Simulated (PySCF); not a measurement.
SMILES CCO[C]=O, doublet at its PBE0/def2-SVP optimised geometry (Å):

```
10

C     -0.0196     1.2950     1.4233
C     -0.3535     0.8591     0.0188
O     -0.8943    -0.4890     0.0000
C     -0.0411    -1.4760     0.0000
O      1.1456    -1.4760     0.0000
H      0.7845     0.6763     1.8475
H     -0.9017     1.2283     2.0767
H      0.3253     2.3403     1.4161
H     -1.1456     1.4760    -0.4258
H      0.5312     0.8806    -0.6356
```

Method: unrestricted PBE0/def2-TZVP (PySCF). Cells within 0.4 Å of a nucleus heavier than hydrogen are left out (blank, or x).

Map of the HOMO amplitude (α) (bohr^(-3/2)), clipped to [-0.25, 0.25] on the plane z = 0.0 Å; orbital energy -6.71 eV, overall sign arbitrary:

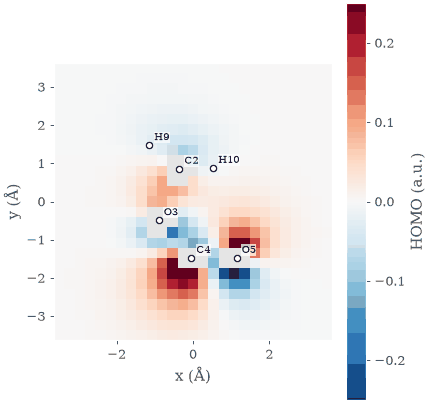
*HOMO amplitude (α) (bohr^(-3/2)), clipped to [-0.25, 0.25] on the plane z = 0.0 Å.*
